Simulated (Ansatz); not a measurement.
**A computed series for HfN: response to strain**

Take HfN in the rock salt structure (space group Fm-3m, No. 225; a = 4.502 Å; relaxed with 0.1 eV smearing) as the base.

Strains are applied to the cell and any free atomic positions relax.

Computed with Kohn–Sham DFT with the PBEsol functional, run in Ansatz (a quantum-chemistry and plane-wave program) with PAW and 420 eV plane waves, no spin-orbit coupling.

Notes on the quantities. energy relative to the base: free energy F.

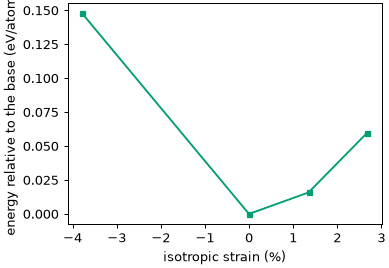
Energy relative to the base against isotropic strain

| isotropic strain (%) | energy relative to the base |
|---|---|
| -3.79 | +148 meV/atom |
| 1.35 | +16 meV/atom |
| 2.68 | +60 meV/atom |

No phonon test of stability was made. The final runs are not spin-polarised. An odd electron count without spin: HfN.
